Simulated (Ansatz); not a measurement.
Start from this file.

Space group P1 (No. 1). a = 4.039 Å, b = 4.883 Å, c = 6.406 Å, α = 87.14°, β = 89.79°, γ = 85.46°
```csv
atom,site,symmetry,x,y,z
W,1a,1,0.0000,0.0000,0.0000
W,1a,1,0.9618,0.3894,0.5380
Se,1a,1,0.5702,0.8634,0.6719
Se,1a,1,0.5546,0.6346,0.1891
Se,1a,1,0.4622,0.3795,0.8537
Se,1a,1,0.4859,0.1308,0.3014
```

**Characterise the structure given above.**

It has the composition WSe2. There is no symmetry operation other than the lattice translations (P1). The atoms show no order inside the cell. Content of the cell: 2 W, 4 Se (Z = 2).

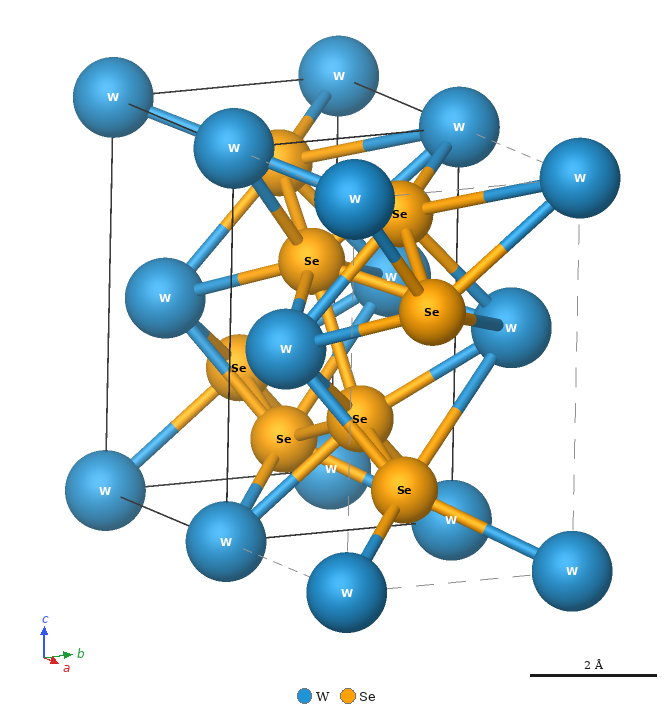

View slightly off an axis, drawn as a ball-and-stick model. A block of 2×1×1 cells is shown, with one simulation cell in solid outline.

The geometry is that of a made-up disordered cell, without relaxation. It went into a calculation with Ansatz.

At this level of theory the cell isn't at rest (forces up to 2.1 eV/Å), so its distances can differ from those at equilibrium, the more so the softer the solid.
